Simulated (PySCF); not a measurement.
## Two runs on CH₇PSi

System: CH₇PSi, SMILES C[SiH2]P.
Method of run 1: TDDFT PBE0/6-31G*, vertical, gas phase, core orbitals frozen in the response (PySCF 2.14.0).

The geometry comes from this level: PBE0-D3(BJ)/def2-SVP. Text and figures count atoms from 1; the logs count them from 0 in places.

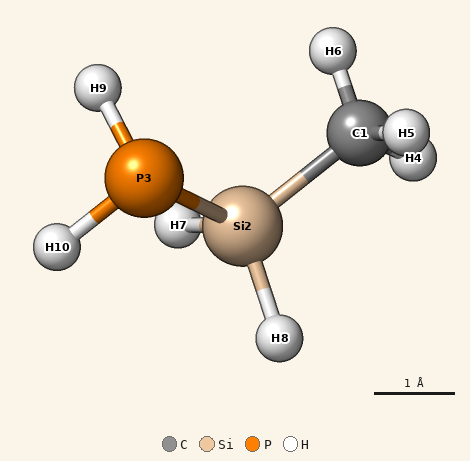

Fig. 1: The structure (ball-and-stick view, seen at a tilt; atoms are numbered from 1 in the order of the input).

### The input, run 1
```
{"job": {"kind": "uv", "xc": "PBE0", "basis": "6-31G*"}, "charge": 0, "multiplicity": 1}
C     -1.563039    -0.454418    -0.201553
Si    -0.054606     0.665652    -0.148343
P      1.622601    -0.422733     0.929086
H     -2.424422     0.068473    -0.644900
H     -1.839776    -0.776078     0.814040
H     -1.359918    -1.352439    -0.804820
H      0.341764     1.074005    -1.533108
H     -0.344139     1.906819     0.635147
H      1.916514    -1.265641    -0.187985
H      2.616815     0.541882     0.577617
```

The first line tells a small driver script what to run in PySCF; the rest is the geometry in Å.

Launched with:
```bash
OMP_NUM_THREADS=1 python <driver script> task.json out
```

Hardware: 1 CPU thread, shared host.

### Output (run 1)
```
coarse grid: 8680 points
cycle   1  E = -672.8344152408  dE = -1.499e-01  |g| = 2.996e-01  |ddm| = 2.549e+00
cycle   2  E = -672.8293153742  dE =  5.100e-03  |g| = 3.282e-01  |ddm| = 6.086e-01
cycle   3  E = -672.8595654997  dE = -3.025e-02  |g| = 1.871e-02  |ddm| = 3.181e-01
cycle   4  E = -672.8596637362  dE = -9.824e-05  |g| = 8.324e-03  |ddm| = 3.842e-02
cycle   5  E = -672.8596896422  dE = -2.591e-05  |g| = 1.349e-03  |ddm| = 1.524e-02
cycle   6  E = -672.8596904154  dE = -7.732e-07  |g| = 2.646e-04  |ddm| = 2.888e-03
final grid: 72664 points
cycle   7  E = -672.8179562830  dE = -6.442e-06  |g| = 4.923e-03  |ddm| = 1.542e-02
cycle   8  E = -672.8179537273  dE =  2.556e-06  |g| = 5.854e-03  |ddm| = 1.047e-02
cycle   9  E = -672.8179632760  dE = -9.549e-06  |g| = 1.972e-04  |ddm| = 5.522e-03
cycle  10  E = -672.8179632895  dE = -1.351e-08  |g| = 4.928e-05  |ddm| = 3.799e-04
cycle  11  E = -672.8179632903  dE = -8.019e-10  |g| = 1.138e-05  |ddm| = 8.309e-05
converged SCF energy = -672.8179632903

Static polarisability (au): isotropic 57.188, principal 47.994 53.762 69.809

Singlet excitations
state   eV       nm        f      main configurations
  1   6.7514    183.6   0.04064   H->L 0.58, H->L+1 0.39
  2   7.2716    170.5   0.27090   H->L+1 0.50, H->L 0.34
  3   7.5577    164.1   0.01144   H->L+2 0.92
  4   7.8189    158.6   0.03091   H->L+3 0.90
  5   8.3514    148.5   0.14812   H-1->L 0.80
  6   8.4807    146.2   0.01212   H-2->L 0.53, H-1->L+1 0.34
  7   8.6405    143.5   0.03408   H->L+4 0.35, H-2->L 0.28, H-1->L+1 0.19
  8   8.7905    141.0   0.03277   H->L+4 0.41, H-1->L+2 0.27, H-1->L+1 0.20
  9   9.0120    137.6   0.01438   H-3->L 0.66, H-1->L+3 0.11
 10   9.0874    136.4   0.13987   H-2->L+1 0.47, H-1->L+3 0.17, H-1->L+2 0.16

Triplet excitations (Tamm-Dancoff, eV): 5.6775 5.7997 6.9987 7.2120
```

Run 2 used a changed input.

### The two runs side by side

| quantity | run 1 | run 2 |
| --- | --- | --- |
| outcome | converged | converged |
| total energy (hartree) | −672.817963 | −672.864747 |
| HOMO (eV) | −7.30 | −7.39 |
| LUMO (eV) | 0.68 | −0.26 |
| dipole moment (D) | 1.22 | 1.01 |
| lowest excitation (eV) | 6.75 | 6.11 |
| SCF iterations | 11 | 12 |
| strongest computed line (eV) | 7.27 | 6.62 |
| basis functions | 64 | 140 |
| wall time (shared host) | 2.8 s | 7.2 s |

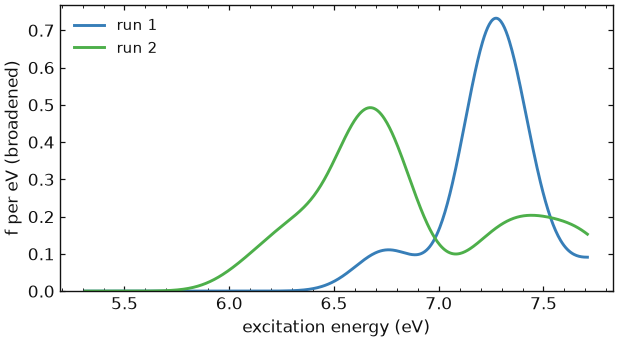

Fig. 2: Absorption of the two runs from their computed states, each broadened by a Gaussian of 0.35 eV full width; the range ends where the shorter list of states ends.

What was changed in the input?

The change (lines with − go, lines with + come):
```diff
-"basis": "6-31G*"
+"basis": "aug-cc-pVDZ"
```

The total energy of run 2 is 29.4 kcal/mol lower, which measures the change of basis and not a stability. The HOMO goes from −7.30 to −7.39 eV. The LUMO goes from 0.68 to −0.26 eV. The dipole moment goes from 1.22 to 1.01 D. The lowest excitation goes from 6.75 to 6.11 eV. The strongest computed line goes from 7.27 to 6.62 eV. Diffuse functions give room to the loosely bound empty orbitals, which lowers the LUMO. The SCF takes 12 iterations against 11. The basis functions go from 64 to 140.

### Output (run 2)
```
coarse grid: 8680 points
cycle   1  E = -672.8302975134  dE = -1.272e-01  |g| = 2.871e-01  |ddm| = 5.980e+00
cycle   2  E = -672.8244013216  dE =  5.896e-03  |g| = 3.198e-01  |ddm| = 1.191e+00
cycle   3  E = -672.8528383129  dE = -2.844e-02  |g| = 2.107e-02  |ddm| = 5.937e-01
cycle   4  E = -672.8529763805  dE = -1.381e-04  |g| = 8.439e-03  |ddm| = 7.929e-02
cycle   5  E = -672.8530026847  dE = -2.630e-05  |g| = 1.602e-03  |ddm| = 2.582e-02
cycle   6  E = -672.8530037559  dE = -1.071e-06  |g| = 4.007e-04  |ddm| = 5.278e-03
final grid: 72664 points
cycle   7  E = -672.8647402745  dE = -7.618e-06  |g| = 4.876e-03  |ddm| = 7.663e-02
cycle   8  E = -672.8647371429  dE =  3.132e-06  |g| = 5.929e-03  |ddm| = 2.091e-02
cycle   9  E = -672.8647468500  dE = -9.707e-06  |g| = 1.875e-04  |ddm| = 1.088e-02
cycle  10  E = -672.8647468623  dE = -1.223e-08  |g| = 5.374e-05  |ddm| = 6.488e-04
cycle  11  E = -672.8647468634  dE = -1.092e-09  |g| = 1.383e-05  |ddm| = 1.762e-04
cycle  12  E = -672.8647468634  dE = -7.640e-11  |g| = 2.604e-06  |ddm| = 4.048e-05
converged SCF energy = -672.8647468634

Static polarisability (au): isotropic 72.206, principal 62.580 68.378 85.661

Singlet excitations
state   eV       nm        f      main configurations
  1   6.1125    202.8   0.02228   H->L 0.84, H->L+1 0.13
  2   6.3315    195.8   0.05177   H->L+1 0.59, H->L+3 0.26
  3   6.6197    187.3   0.12389   H->L+3 0.66, H->L+1 0.23
  4   6.7907    182.6   0.08689   H->L+2 0.94
  5   7.2294    171.5   0.03095   H->L+4 0.92
  6   7.3773    168.1   0.02491   H->L+5 0.62, H->L+6 0.24
  7   7.4635    166.1   0.02478   H-1->L 0.90
  8   7.5323    164.6   0.00459   H->L+6 0.51, H->L+5 0.25, H->L+7 0.12
  9   7.5970    163.2   0.01055   H->L+7 0.47, H->L+8 0.26
 10   7.7096    160.8   0.03822   H-1->L+1 0.61, H->L+8 0.18

Triplet excitations (Tamm-Dancoff, eV): 5.4603 5.5914 5.9574 6.4967
```
